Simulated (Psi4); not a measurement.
# InSiH3ClO (SMILES [SiH3][O][In][Cl]): U-wB97X/def2-SVP (core potential)

Aim: the vertical doublet–quartet gap of InSiH3ClO at U-wB97X/def2-SVP (core potential), from 2 runs. 

The calculation is run with Psi4 1.11.

### Step 1. The molecule

InSiH3ClO has 7 atoms, charge 0, and is taken as a doublet. As SMILES, `[SiH3][O][In][Cl]`. Geometry: relaxed at PBE0-D4/def2-TZVP. This is one conformer, not always the lowest.

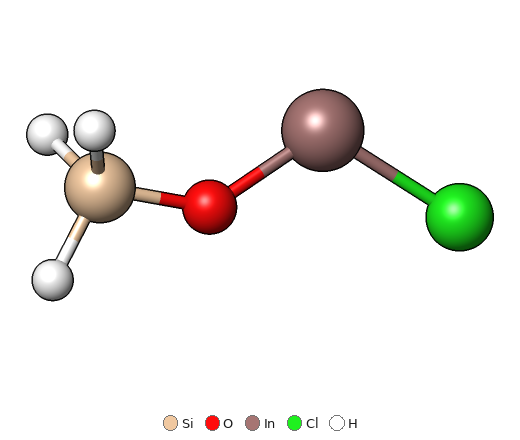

Viewed from a chosen angle; silicon light orange, oxygen red, indium brown, chlorine green, hydrogen white.

### Step 2. Energy and gradient at U-wB97X/def2-SVP (core potential)

job.in

```
memory 2200 MB

molecule mol {
  0 2
  Si     0.016600     1.144600     0.460800
  O      0.203700    -0.441600     0.114500
  In    -0.437600    -1.723300    -1.270600
  Cl     0.330700    -3.933200    -1.041200
  H      0.496200     2.009500    -0.655300
  H      0.803700     1.457800     1.681900
  H     -1.413400     1.486100     0.709900
  symmetry c1
}

set {
  reference            uks
  puream               true
  e_convergence        1e-09
  d_convergence        1e-08
  scf_type             pk
  dft_radial_points    99
  dft_spherical_points 590
  maxiter              100
}

result, w = gradient('wb97x/def2-SVP', return_wfn=True)
oeprop(w, 'MAYER_INDICES', 'LOWDIN_CHARGES', 'MULLIKEN_CHARGES')
```

Run with:

```sh
$ psi4 -n 1 job.in job.out
```

job.out:

```text
[...]
    !!!  WARNING: ECP capability is in beta. Please check occupations closely.  !!!
[...]
  Running in c1 symmetry.
[...]
  Nuclear repulsion =  283.742748487817153
[...]
  Multiplicity = 2
[...]
  Nalpha       = 32
  Nbeta        = 31
[...]
    Number of basis functions: 91
[...]
   @UKS iter   1: -1016.37262853629557   -1.40966e+00   8.27225e-03 DIIS/ADIIS
[...]
   @UKS iter  15: -1016.63587523012018   -3.75167e-12   2.25813e-09 DIIS
[...]
   @S^2 Observed:                7.565249542E-01
[...]
    Orbital Energies [Eh]
    ---------------------
    Alpha Occupied:
       1A   -101.454226     2A    -66.131083     3A    -19.195430
       4A     -9.526227     5A     -7.293412     6A     -7.285697
       7A     -7.285409     8A     -5.396981     9A     -4.815966
      10A     -3.757929    11A     -3.755742    12A     -3.755607
      13A     -3.229502    14A     -3.224410    15A     -3.220973
      16A     -1.080751    17A     -0.949834    18A     -0.915048
      19A     -0.913517    20A     -0.913046    21A     -0.906910
      22A     -0.885003    23A     -0.653052    24A     -0.555712
      25A     -0.492533    26A     -0.486917    27A     -0.479273
      28A     -0.421159    29A     -0.418749    30A     -0.414396
      31A     -0.401053    32A     -0.328822
[...]
  @UKS Final Energy: -1016.63587523012018
   => Energetics <=
    Nuclear Repulsion Energy =            283.7427484878171526
    One-Electron Energy =               -2042.8597849621914975
    Two-Electron Energy =                 798.1991686329359936
    DFT Exchange-Correlation Energy =     -55.7180073886817979
    Empirical Dispersion Energy =           0.0000000000000000
    VV10 Nonlocal Energy =                  0.0000000000000000
    Total Energy =                      -1016.6358752301201775
  UHF NO Occupations:
  HONO-2 :   30  A 1.9988858
  HONO-1 :   31  A 1.9980139
[...]
 Multipole Moments:
 ------------------------------------------------------------------------------------
     Multipole            Electronic (a.u.)      Nuclear  (a.u.)        Total (a.u.)
 ------------------------------------------------------------------------------------
 L = 1.  Multiply by 2.5417464519 to convert [e a0] to [Debye]
 Dipole X            :        -18.3972887           17.7941357           -0.6031529
 Dipole Y            :        -22.5734837           23.0309262            0.4574425
 Dipole Z            :        -34.3448922           33.6771639           -0.6677283
 Magnitude           :                                                    1.0094098
[...]
  -Total Gradient:
     Atom            X                  Y                   Z
    ------   -----------------  -----------------  -----------------
       1        0.000113120357    -0.011087226960    -0.004060567311
       2       -0.002785055222     0.009965733918    -0.000067065624
       3        0.003277234260    -0.000067510977     0.004553573743
       4       -0.001771712815     0.005307216912    -0.000447260888
       5       -0.000603863001    -0.001629196310     0.001459554331
       6       -0.000631448235    -0.001360844415    -0.001402856554
       7        0.002059384520    -0.000913715645    -0.000431443070
[...]
  Mulliken Charges: (a.u.)
   Center  Symbol    Alpha    Beta     Spin     Total
       1    SI     6.68871  6.69166 -0.00296  0.61963
       2     O     4.38920  4.22150  0.16770 -0.61071
       3    IN    10.48565  9.86243  0.62322  0.65192
       4    CL     8.73947  8.53309  0.20637 -0.27256
       5     H     0.56777  0.56824 -0.00047 -0.13601
       6     H     0.56142  0.55482  0.00660 -0.11623
       7     H     0.56779  0.56825 -0.00046 -0.13604
   Total alpha = 32.00000, Total beta = 31.00000, Total charge = -0.00000
  Lowdin Charges: (a.u.)
[...]
```

Run time: 28 s. Hardware: 1 thread of Intel Xeon 6975P-C (Granite Rapids), shared host; peak memory 1.1 GiB.

### Step 3. The quartet: the energy at U-wB97X/def2-SVP (core potential)

calc.py

```python
import psi4

psi4.set_memory('2200 MB')
psi4.set_num_threads(1)
psi4.core.set_output_file('clh3inosi.out', False)

mol = psi4.geometry("""
0 4
Si     0.016600     1.144600     0.460800
O      0.203700    -0.441600     0.114500
In    -0.437600    -1.723300    -1.270600
Cl     0.330700    -3.933200    -1.041200
H      0.496200     2.009500    -0.655300
H      0.803700     1.457800     1.681900
H     -1.413400     1.486100     0.709900
units angstrom
symmetry c1
no_reorient
no_com
""")

psi4.set_options({
    'basis': 'def2-SVP',
    'reference': 'uks',
    'puream': True,
    'e_convergence': 1e-09,
    'd_convergence': 1e-08,
    'scf_type': 'pk',
    'dft_radial_points': 99,
    'dft_spherical_points': 590,
    'maxiter': 100,
})

e_tot, wfn = psi4.energy('wb97x', return_wfn=True)
psi4.oeprop(wfn, 'DIPOLE', 'MULLIKEN_CHARGES', 'WIBERG_LOWDIN_INDICES', title='WB97X')
print(f'wb97x energy: {e_tot:.10f} Eh')
for k, v in sorted(psi4.core.scalar_variables().items()):
    print(f'{k:45s} {v:18.10f}')
```

Run with:

```sh
$ python calc.py
```

clh3inosi.out (excerpt; [...] marks lines left out):

```text
[...]
    !!!  WARNING: ECP capability is in beta. Please check occupations closely.  !!!
[...]
  Running in c1 symmetry.
[...]
  Nuclear repulsion =  283.742748487817153
[...]
  Multiplicity = 4
[...]
  Nalpha       = 33
  Nbeta        = 30
[...]
    Number of basis functions: 91
[...]
   @UKS iter   1: -1016.11095664699167   -1.13242e+00   8.04901e-03 ADIIS/DIIS
[...]
   @UKS iter  26: -1016.41731890622088   -1.02318e-11   7.49638e-09 DIIS
[...]
   @S^2 Observed:                3.761855629E+00
[...]
  @UKS Final Energy: -1016.41731890622088
   => Energetics <=
    Nuclear Repulsion Energy =            283.7427484878171526
    One-Electron Energy =               -2041.6047095445474042
    Two-Electron Energy =                 797.0923791896461807
    DFT Exchange-Correlation Energy =     -55.6477370391368495
    Empirical Dispersion Energy =           0.0000000000000000
    VV10 Nonlocal Energy =                  0.0000000000000000
    Total Energy =                      -1016.4173189062208849
  UHF NO Occupations:
  HONO-2 :   31  A 1.0000000
  HONO-1 :   32  A 1.0000000
[...]
 Multipole Moments:
 ------------------------------------------------------------------------------------
     Multipole            Electronic (a.u.)      Nuclear  (a.u.)        Total (a.u.)
 ------------------------------------------------------------------------------------
 L = 1.  Multiply by 2.5417464519 to convert [e a0] to [Debye]
 Dipole X            :          3.3426694           -3.4377898           -0.0951204
 Dipole Y            :        164.6070978         -161.7769970            2.8301008
 Dipole Z            :         67.6165315          -66.6682149            0.9483166
 Magnitude           :                                                    2.9862724
[...]
  Mulliken Charges: (a.u.)
   Center  Symbol    Alpha    Beta     Spin     Total
       1    SI     6.67432  6.75720 -0.08288  0.56848
       2     O     4.58783  3.67834  0.90948 -0.26617
       3    IN    11.31491  9.65008  1.66483  0.03501
       4    CL     8.77827  8.48573  0.29253 -0.26400
       5     H     0.55749  0.44777  0.10972 -0.00526
       6     H     0.52977  0.53297 -0.00320 -0.06273
       7     H     0.55742  0.44791  0.10951 -0.00534
   Total alpha = 33.00000, Total beta = 30.00000, Total charge = -0.00000
  Wiberg Bond Indices using Orthogonal Lowdin Orbitals:
[...]
```

The script printed:

```text
wb97x energy: -1016.4173189062 Eh
CURRENT ENERGY                                  -1016.4173189062
CURRENT REFERENCE ENERGY                        -1016.4173189062
DD SOLVATION ENERGY                                 0.0000000000
DFT FUNCTIONAL TOTAL ENERGY                     -1016.4173189062
DFT TOTAL ENERGY                                -1016.4173189062
DFT VV10 ENERGY                                     0.0000000000
DFT XC ENERGY                                     -55.6477370391
GRID ELECTRONS ALPHA                               33.0000003976
GRID ELECTRONS BETA                                30.0000001932
GRID ELECTRONS TOTAL                               63.0000005908
NUCLEAR REPULSION ENERGY                          283.7427484878
ONE-ELECTRON ENERGY                             -2041.6047095445
PCM POLARIZATION ENERGY                             0.0000000000
PE ENERGY                                           0.0000000000
SCF ITERATION ENERGY                            -1016.4173189062
SCF ITERATIONS                                     26.0000000000
SCF TOTAL ENERGY                                -1016.4173189062
TWO-ELECTRON ENERGY                               797.0923791896
XC GRID RADIAL POINTS                              99.0000000000
XC GRID SPHERICAL POINTS                          590.0000000000
XC GRID TOTAL POINTS                           387737.0000000000
```

It took 29 s on 1 thread of Intel Xeon 6975P-C (Granite Rapids), shared host; peak memory 1.1 GiB.

### Step 4. Summary of results

At U-wB97X/def2-SVP (core potential):

```
                                        quantity           value
                           doublet: total energy  -1016.63588 Eh
                          doublet: dipole moment          2.57 D
     doublet: HOMO energy (highest over α and β)        -8.95 eV
      doublet: LUMO energy (lowest over α and β)        -2.82 eV
                                   doublet: ⟨S²⟩           0.757
               doublet: largest force on an atom      0.607 eV/Å
                           quartet: total energy  -1016.41732 Eh
                          quartet: dipole moment          7.59 D
     quartet: HOMO energy (highest over α and β)        -4.88 eV
                                   quartet: ⟨S²⟩           3.762
vertical energy of the quartet above the doublet        5.947 eV
```

What this shows: At this shape the quartet lies 5.95 eV (574 kJ/mol) above the doublet. The largest force (doublet) is 0.61 eV/Å: the shape isn't a stationary point for this species at this level. With no_com the log's rotational constants are taken about the origin, not the centre of mass, so they aren't the molecule's.
